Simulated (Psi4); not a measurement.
Reaction (SMILES): C#CC → C1CC=1
B3LYP-D3(BJ)/def2-TZVP geometries, fixed; electronic energies without zero-point terms.

Basis-set convergence of the isomerisation energy at MP2 with Psi4. Cartesian d functions, on some or all atoms, in 6-31+G*; all else is spherical. Density fitting with the program's default auxiliary sets. Cores are frozen. Psi4's default fitting sets serve the pcseg sets less well. No added dispersion term, no relativity. Functions are those of the species that has most. Reference: Hartree-Fock in cc-pVQZ plus the correlation part extrapolated as X^-3 from cc-pVTZ and cc-pVQZ, 23.76 kcal/mol, itself unsure by roughly 0.02 kcal/mol (a third of the extrapolation step and of the last Hartree-Fock step). Deviations are taken from unrounded values.

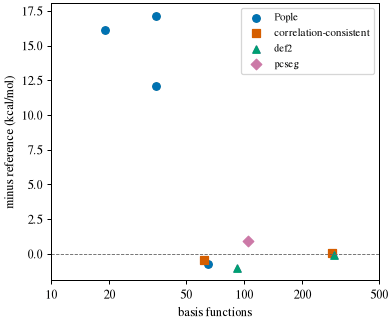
Fig. 1. Deviation from the reference against the number of basis functions, by family of sets.

```csv
basis,functions,isomerisation energy (kcal/mol),minus reference (kcal/mol)
STO-3G,19,39.84,16.08
3-21G,35,40.90,17.14
6-31G,35,35.86,12.10
cc-pVDZ,62,23.29,-0.47
6-31+G*,65,23.04,-0.72
def2-SVPD,92,22.74,-1.02
aug-pcseg-1,105,24.66,0.90
cc-pVQZ,285,23.79,0.03
def2-QZVPP,291,23.66,-0.10
```
